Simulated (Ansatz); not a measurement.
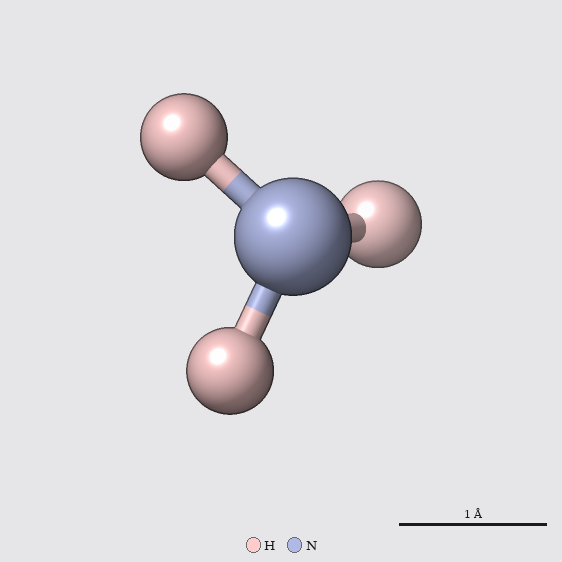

Rendered structure (ball-and-stick style).

The computed structure is the end point of a PBE0-D4/def2-TZVP optimisation.

Question: Which formula does it have?

Answer: NH₃, 4 atoms: 1 nitrogen and 3 hydrogen.

Question: How many sets of symmetry-equivalent atoms are there?

Answer: 2: 3 H, 1 N.

Question: Which point group does it belong to?

Answer: C3v.

Question: How many bonds of each kind are drawn?

Answer: 3 N–H. Sticks follow a distance rule.

More results for the same structure follow; atom numbers are the same in all pictures, views and colours differ.

Electronic properties

Method: RHF-CCSD(T), frozen core/def2-QZVPP (Ansatz 0.2.0).

Question: What is the T1 diagnostic?

Answer: 0.007.

Charges

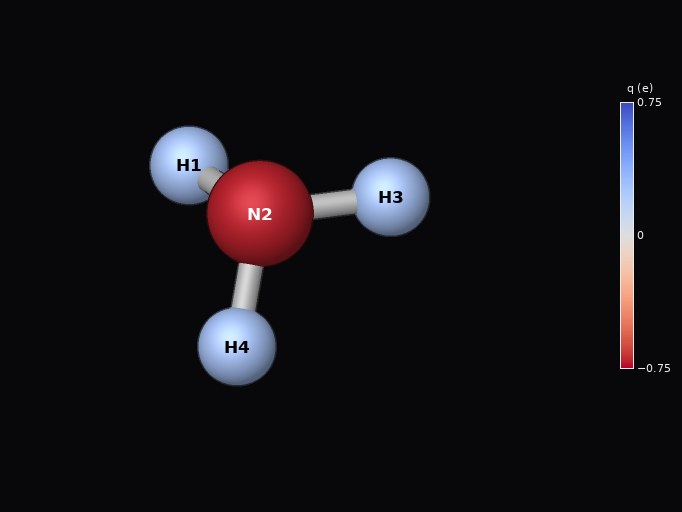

Atoms are coloured by their Mulliken charges. Level of theory: RKS PBE0-D4/def2-TZVP (Ansatz 0.2.0).

List the Mulliken charges.

```csv
atom,value (e)
H1,0.23
N2,−0.70
H3,0.23
H4,0.23
```

Thermal motion

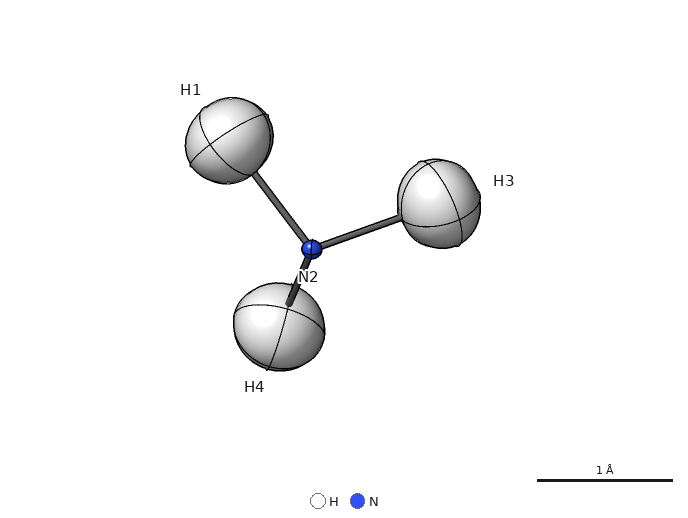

Displacement ellipsoids at the 50 % level, enlarged 3 times, from the internal vibrations of the free molecule (harmonic, no overall translation or rotation; no half-axis is drawn under 0.075 Å). Vibrations computed with RKS PBE0-D4/def2-TZVP (Ansatz 0.2.0). Temperature: 0 K (zero-point motion alone).

Give the displacement parameters, one line for each set of equivalent atoms.

```tsv
atom	U_eq (Å²)	rms amplitudes (Å)
H1, H3, H4	0.0051	0.066, 0.073, 0.074
N2	0.00011	0.008, 0.008, 0.014
```

Mulliken values depend strongly on the basis set and can even reverse the polarity of a bond.
